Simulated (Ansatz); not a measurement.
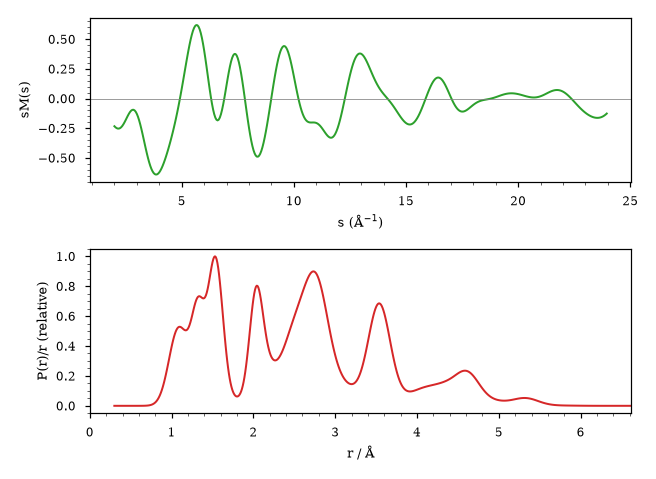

Simulated gas electron diffraction: reduced molecular intensity sM(s) from the Debye equation in the first Born approximation (top) and the radial distribution curve (bottom) of C3H10BNS. Each pair of atoms contributes with weight ZᵢZⱼ/r; damping constant 0.002 Å²; vibrational amplitudes assumed, not computed: 0.05 Å for bonds, 0.078 Å for bonds to H, 0.06 + 0.015 r up to 0.15 Å for other pairs. The geometry is the end point of an optimisation (Ansatz, RKS B3LYP/6-31G); it may be a saddle point or a higher isomer. SMILES: BC(N)(S)CC.

Assign the first 8 clear peaks of the radial distribution curve (– bonded, ··· not bonded).

Peak 1, 1.10 Å: N–H 1.01 Å (×2), C–H 1.09–1.10 Å (×5), not resolved
Peak 2, 1.34 Å: B–H 1.20–1.21 Å (×2), N–C 1.32 Å, S–H 1.38 Å, not resolved
Peak 3, 1.53 Å: C–C 1.51–1.54 Å (×2), C–B 1.59 Å, not resolved
Peak 4, 2.04 Å: C···H 2.02–2.20 Å (×9), S–B 2.03 Å, not resolved
Peak 5, 2.73 Å: C···H 2.50–2.95 Å (×5), N···B 2.52 Å, C···C 2.61 Å, S···H 2.65–2.69 Å (×2), C···B 2.72 Å, S···C 2.78 Å, N···C 2.87 Å, not resolved; in its flanks N···C 2.43 Å
Peak 6, 3.54 Å: C···H 3.31–3.70 Å (×5), S···N 3.53 Å, S···C 3.54 Å, not resolved
Peak 7, 4.59 Å: S···H 4.30–4.43 Å (×2), B···H 4.32–4.87 Å (×3), C···H 4.47–4.93 Å (×3), S···C 4.62 Å, not resolved; in its flanks C···B 4.08 Å
Peak 8, 5.31 Å: H···H 5.06–5.57 Å (×5), S···H 5.32–5.34 Å (×2), not resolved
